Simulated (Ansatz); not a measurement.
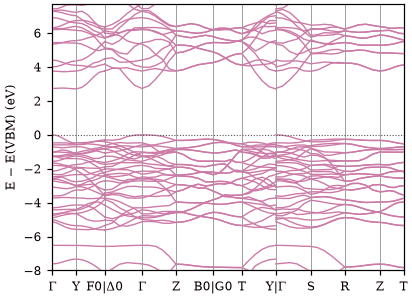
*Band structure from the program Ansatz at the PBEsol level (PAW)*

### Question
Read off the gap and where the band edges lie.

### Answer
About 2.7 eV (2.70 eV by a search for the band edges); maximum at Γ, minimum at Y.

The material is SiBi2O5 in space group Cmc2_1 (No. 36; Pearson symbol oS32).

The first step of the workflow began from a Materials Project structure, measured or hypothetical; the Crystallography Open Database copy checked does not list it. Its standing as an ambient phase is unchecked. The PBEsol relaxation kept the symmetry of its start; of distortions, only those at the zone centre were tested. Spin–orbit coupling is left out wherever it is not named.

Potentials: the later of the program's two PAW sets.
